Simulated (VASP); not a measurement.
Band structure of Fe (bcc). Calculation: PBE GGA with D4 dispersion, VASP's PBE PAW potentials (set 64) (plane waves; VASP).

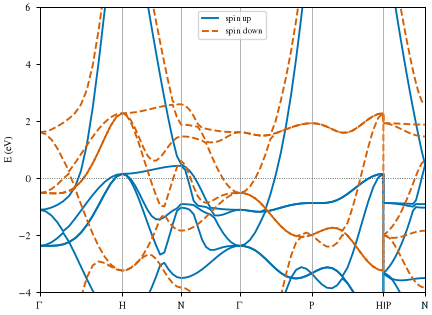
Figure: Bands along high-symmetry lines, zero at the valence-band maximum or, without a gap, the Fermi level

Question: Read the plot: is there a gap, and where are the band edges?

Answer: It has no gap at this level: it comes out as a metal or semimetal. (Edges off the drawn lines would not show.)

The compound is Fe in the bcc structure. It was relaxed first, which changed the volume by -7 %.
